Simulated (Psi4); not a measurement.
**CH3FSi (SMILES F[C][SiH3]): UPBE/6-311+G(d,p) (sweep point 8)**

What is the vertical electron affinity of CH3FSi at UPBE/6-311+G** (sweep point 8)? Input form: a Python script.

The calculation is run with Psi4 1.11.

4 further runs of the same task are left out: 4 set aside as unsound or not needed.

## Step 1: The system as given

The species is CH3FSi (6 atoms), meant as a triplet with charge 0. As SMILES, `F[C][SiH3]`. Geometry: relaxed at GFN2-xTB.

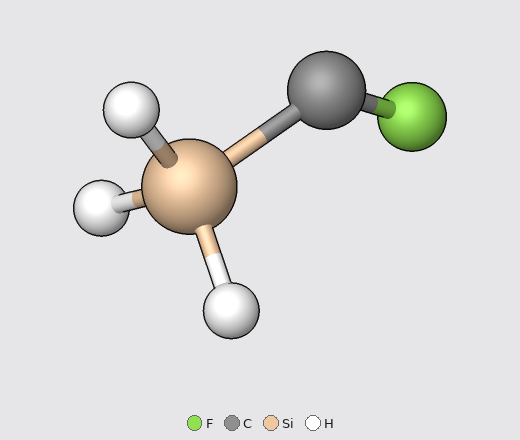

Viewed from a chosen angle; fluorine green, carbon grey, silicon light orange, hydrogen white.

## Step 2: The energy at UPBE/6-311+G(d,p) (sweep point 8)

Input file ch3fsi.py:

```python
import psi4

psi4.set_memory(1600000000)
psi4.set_num_threads(1)
psi4.core.set_output_file('ch3fsi.out', False)

geom = psi4.geometry("""
0 3
F      0.224090    -1.972460     1.187430
C      0.716820    -1.061660     0.372510
Si    -0.092860     0.468300    -0.264490
H     -1.296310     0.138890    -1.040580
H      0.933630     1.077090    -1.098720
H     -0.485360     1.349840     0.843840
symmetry c1
""")

psi4.set_options({
    'basis': '6-311+G**',
    'reference': 'uks',
    'puream': True,
    'scf_type': 'pk',
    'dft_radial_points': 250,
    'dft_spherical_points': 1202,
    'maxiter': 150,
})

energy_value, wavefunction = psi4.energy('pbe', molecule=geom, return_wfn=True)
print(f'total energy {energy_value:.8f} hartree = {energy_value * 27.211386:.5f} eV')
```

Run with:

```console
$ python ch3fsi.py
```

ch3fsi.out:

```text
[...]
  Running in c1 symmetry.
[...]
  Nuclear repulsion =   92.501436336060181
[...]
  Multiplicity = 3
[...]
  Nalpha       = 17
  Nbeta        = 15
[...]
    Number of basis functions: 92
[...]
   @UKS iter   1:  -428.69237143477801   -2.29753e-01   6.07750e-03 DIIS/ADIIS
[...]
   @UKS iter   9:  -428.84632112783447   -6.31598e-08   9.47242e-07 DIIS
[...]
   @S^2 Observed:                2.004692721E+00
[...]
    Orbital Energies [Eh]
    ---------------------
    Alpha Occupied:
       1A    -65.405128     2A    -24.313600     3A     -9.986887
       4A     -5.065840     5A     -3.477406     6A     -3.474990
       7A     -3.474869     8A     -1.177342     9A     -0.625187
      10A     -0.526297    11A     -0.448521    12A     -0.447857
      13A     -0.408616    14A     -0.332290    15A     -0.331828
      16A     -0.221979    17A     -0.186225
    Alpha Virtual:
      18A     -0.023844    19A     -0.011947    20A      0.002573
      21A      0.025494    22A      0.025831    23A      0.035226
      24A      0.036706    25A      0.057960    26A      0.074006
[...]
  @UKS Final Energy:  -428.84632112783447
   => Energetics <=
    Nuclear Repulsion Energy =             92.5014363360601806
    One-Electron Energy =                -776.7845514492377106
    Two-Electron Energy =                 292.9846665607494742
    DFT Exchange-Correlation Energy =     -37.5478725754064584
    Empirical Dispersion Energy =           0.0000000000000000
    VV10 Nonlocal Energy =                  0.0000000000000000
    Total Energy =                       -428.8463211278344716
[...]
 Multipole Moments:
 ------------------------------------------------------------------------------------
     Multipole            Electronic (a.u.)      Nuclear  (a.u.)        Total (a.u.)
 ------------------------------------------------------------------------------------
 L = 1.  Multiply by 2.5417464519 to convert [e a0] to [Debye]
 Dipole X            :          1.0921115           -1.2953166           -0.2032051
 Dipole Y            :         -4.9496575            5.3292994            0.3796419
 Dipole Z            :          2.7422319           -2.8992431           -0.1570112
 Magnitude           :                                                    0.4583370
[...]
```

The script printed:

```text
total energy -428.84632113 hartree = -11669.50278 eV
```

Wall time 68 s (1 thread of Intel Xeon Platinum 8488C (Sapphire Rapids), shared host); peak memory 1.1 GiB.

## Step 3: The doublet anion, same level

Input file run.py:

```python
import psi4

psi4.set_memory('1600 MB')
psi4.set_num_threads(1)
psi4.core.set_output_file('output.dat', False)

mol = psi4.geometry("""
-1 2
F      0.224090    -1.972460     1.187430
C      0.716820    -1.061660     0.372510
Si    -0.092860     0.468300    -0.264490
H     -1.296310     0.138890    -1.040580
H      0.933630     1.077090    -1.098720
H     -0.485360     1.349840     0.843840
units angstrom
symmetry c1
""")

options = {'reference': 'uks', 'puream': True, 'scf_type': 'pk', 'dft_radial_points': 250, 'dft_spherical_points': 1202, 'maxiter': 150}
psi4.set_options(options)

energy_value = psi4.energy("pbe/6-311+G**")
print(f'pbe/6-311+G** energy: {energy_value:.10f} Eh')
for k, v in sorted(psi4.core.scalar_variables().items()):
    print(f'{k:45s} {v:18.10f}')
```

Run with:

```console
$ python run.py
```

output.dat:

```text
[...]
  Running in c1 symmetry.
[...]
  Nuclear repulsion =   92.501436336060181
[...]
  Multiplicity = 2
[...]
  Nalpha       = 17
  Nbeta        = 16
[...]
    Number of basis functions: 92
[...]
   @UKS iter   1:  -428.49158831017530   -2.89695e-02   8.81370e-03 DIIS/ADIIS
[...]
   @UKS iter  11:  -428.87199487789627   -2.65426e-08   5.89758e-07 DIIS
[...]
   @S^2 Observed:                7.572968890E-01
[...]
    Orbital Energies [Eh]
    ---------------------
    Alpha Occupied:
       1A    -65.186136     2A    -24.072206     3A     -9.710472
       4A     -4.847432     5A     -3.258010     6A     -3.257703
       7A     -3.255984     8A     -0.939423     9A     -0.382115
      10A     -0.307026    11A     -0.218241    12A     -0.209450
      13A     -0.171284    14A     -0.135311    15A     -0.135110
      16A      0.059637    17A      0.059776
    Alpha Virtual:
      18A      0.122529    19A      0.130981    20A      0.145338
      21A      0.146409    22A      0.176036    23A      0.201496
      24A      0.211229    25A      0.211332    26A      0.227360
[...]
  @UKS Final Energy:  -428.87199487789627
   => Energetics <=
    Nuclear Repulsion Energy =             92.5014363360601806
    One-Electron Energy =                -784.0072602590266797
    Two-Electron Energy =                 300.3910880601646909
    DFT Exchange-Correlation Energy =     -37.7572590150944052
    Empirical Dispersion Energy =           0.0000000000000000
    VV10 Nonlocal Energy =                  0.0000000000000000
    Total Energy =                       -428.8719948778962703
[...]
 Multipole Moments:
 ------------------------------------------------------------------------------------
     Multipole            Electronic (a.u.)      Nuclear  (a.u.)        Total (a.u.)
 ------------------------------------------------------------------------------------
 L = 1.  Multiply by 2.5417464519 to convert [e a0] to [Debye]
 Dipole X            :          0.4843830           -1.2953166           -0.8109336
 Dipole Y            :         -5.2989733            5.3292994            0.0303261
 Dipole Z            :          3.2406720           -2.8992431            0.3414289
 Magnitude           :                                                    0.8804015
[...]
```

Standard output:

```text
pbe/6-311+G** energy: -428.8719948779 Eh
CURRENT ENERGY                                   -428.8719948779
CURRENT REFERENCE ENERGY                         -428.8719948779
DD SOLVATION ENERGY                                 0.0000000000
DFT FUNCTIONAL TOTAL ENERGY                      -428.8719948779
DFT TOTAL ENERGY                                 -428.8719948779
DFT VV10 ENERGY                                     0.0000000000
DFT XC ENERGY                                     -37.7572590151
GRID ELECTRONS ALPHA                               16.9999999956
GRID ELECTRONS BETA                                15.9999999954
GRID ELECTRONS TOTAL                               32.9999999910
NUCLEAR REPULSION ENERGY                           92.5014363361
ONE-ELECTRON ENERGY                              -784.0072602590
PCM POLARIZATION ENERGY                             0.0000000000
PE ENERGY                                           0.0000000000
SCF ITERATION ENERGY                             -428.8719948779
SCF ITERATIONS                                     11.0000000000
SCF TOTAL ENERGY                                 -428.8719948779
TWO-ELECTRON ENERGY                               300.3910880602
XC GRID RADIAL POINTS                             250.0000000000
XC GRID SPHERICAL POINTS                         1202.0000000000
XC GRID TOTAL POINTS                          1727895.0000000000
```

Wall time 77 s (1 thread of Intel Xeon Platinum 8488C (Sapphire Rapids), shared host); peak memory 1.1 GiB.

## Step 4: What came out

Level: UPBE/6-311+G** (sweep point 8).

```
                                          quantity          value
                      triplet CH3FSi: total energy  -428.84632 Eh
                     triplet CH3FSi: dipole moment         1.16 D
triplet CH3FSi: HOMO energy (highest over α and β)       -5.07 eV
 triplet CH3FSi: LUMO energy (lowest over α and β)       -3.58 eV
                              triplet CH3FSi: ⟨S²⟩          2.005
                       doublet anion: total energy  -428.87199 Eh
 doublet anion: HOMO energy (highest over α and β)        1.99 eV
  doublet anion: LUMO energy (lowest over α and β)        3.11 eV
                               doublet anion: ⟨S²⟩          0.757
 vertical electron affinity (to the doublet anion)       0.699 eV
```

At fixed nuclei the extra electron is bound by 0.70 eV (67.4 kJ/mol). The HOMO (doublet anion) lies at positive energy, 1.99 eV, as semi-local functionals often give for anions; only total energies tell whether the electron is bound.
